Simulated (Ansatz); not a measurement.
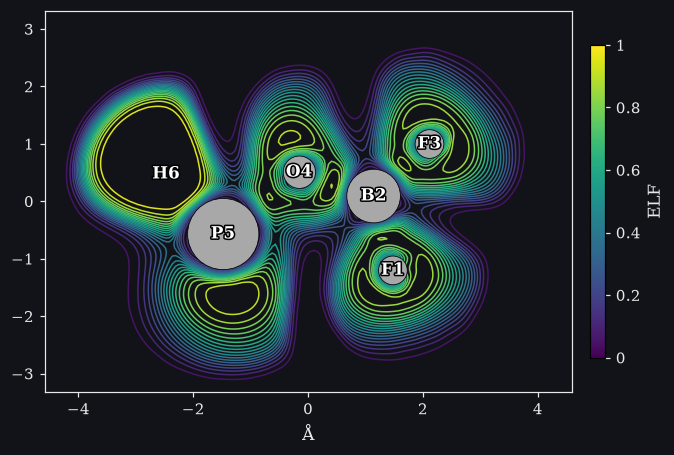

BF$_{2}$H$_{2}$OP (SMILES FB(F)OP). Electron localisation function on the plane of atoms F1, B2 and F3. Grey discs cover the atomic cores.

Computed with RKS PBE-D4/def2-SVP in Ansatz 0.2.0.

```xyz
7

F     1.0448   -1.7102   -0.0588
B     0.1027   -1.1222    0.6867
F    -0.2801   -1.7224    1.8103
O    -0.4608    0.0637    0.3429
P    -0.1614    0.8367   -1.1592
H    -1.1125    1.8973   -0.9358
H     0.9288    1.6891   -0.7317
```

> Read the bonding off the picture.

- The plane passes through F, B, O, P and H nuclei.
- B–F (1.33 Å): the ELF peaks at about 0.85 between the atoms (a polar covalent bond).
- B–O (1.36 Å): the ELF peaks at about 0.90 between the atoms, as expected for a polar covalent bond.
- P–O (1.72 Å): the ELF peaks at about 0.85 between the atoms; a polar covalent bond.
- P–H (1.44 Å): the ELF climbs to about 1 towards the hydrogen, as it does in any bond to H.
- The ELF also peaks beside P5, F1, F3 and O4, away from the bonds: lone-pair regions.
